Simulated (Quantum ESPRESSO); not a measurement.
```yaml
crystal:
  lattice:
    - [3.80580, 0.00000, 0.00000]
    - [-1.90290, 3.29592, 0.00000]
    - [0.00000, 0.00000, 6.23798]
  atoms:
    - { symbol: Zn, position: [0.33333, 0.66667, 0.00014] }
    - { symbol: Zn, position: [0.66667, 0.33333, 0.50014] }
    - { symbol: S, position: [0.33333, 0.66667, 0.36845] }
    - { symbol: S, position: [0.66667, 0.33333, 0.86845] }
```
The cell was made here from a computed Materials Project entry: S3 and its equivalents moved by 0.04 Å along (0.00, 0.00, -1.00), space group kept. The parent is ZnS in P6₃mc. Stability against distortions was not tested.

For site S (atoms 3, 4), a PBE PAW density (pw.x of a modified build of Quantum ESPRESSO, JTH datasets) with the all-electron reconstruction of Petrilli and co-workers (20 Ha, k-mesh 7×7×4 through Γ) gives Vzz = 0.071 a.u. and η_Q = 0.00, so |C_Q| = 1.12 MHz for ³³S (|Q| = 0.0678 barn). Cores are frozen. Against all-electron runs on small test molecules, this scheme's |Vzz| missed by +4 % on Zn, −3 % on S.

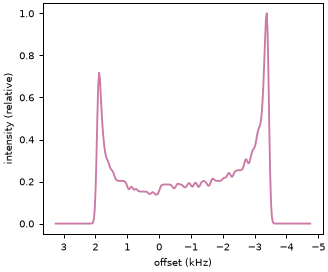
Figure: Simulated static powder pattern of the ³³S central transition at 9.4 T (Larmor frequency ν0 = 30.8 MHz, I = 3/2), second-order quadrupolar broadening alone, zero at the isotropic chemical shift

The full linewidth is 5.35 kHz, or 174 ppm at this field.
